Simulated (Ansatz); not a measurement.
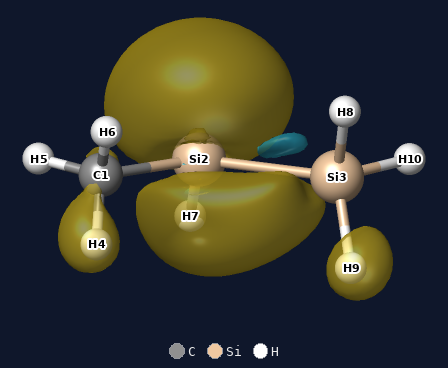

Figure. CH7Si2 (doublet). Isosurfaces of the spin density at +0.015 (yellow) and −0.015 e/Å³ (cyan), seen from one side.

Geometry: PBE0-D3(BJ)/def2-SVP.

Theory: Ansatz, isolated molecule in a Gaussian basis; Kohn-Sham density functional theory, functional PBE0.

```yaml
atoms:
  - { symbol: C, position_ang: [-0.8810, 1.3251, 0.7455] }
  - { symbol: Si, position_ang: [-0.0269, 1.3683, -0.9378] }
  - { symbol: Si, position_ang: [2.2934, 1.1352, -0.8510] }
  - { symbol: H, position_ang: [-0.7864, 0.3272, 1.2051] }
  - { symbol: H, position_ang: [-1.9529, 1.5531, 0.6443] }
  - { symbol: H, position_ang: [-0.4347, 2.0624, 1.4294] }
  - { symbol: H, position_ang: [-0.6595, 0.3973, -1.8896] }
  - { symbol: H, position_ang: [2.8658, 2.2282, -0.0038] }
  - { symbol: H, position_ang: [2.7310, -0.1751, -0.2657] }
  - { symbol: H, position_ang: [2.8637, 1.2474, -2.2288] }
```

Question: Which atoms carry the spin?

Answer: The unpaired spin (1 electron) lies mostly on Si2 (about 0.8) and Si3 (about 0.1), in electrons by Hirshfeld's partition.
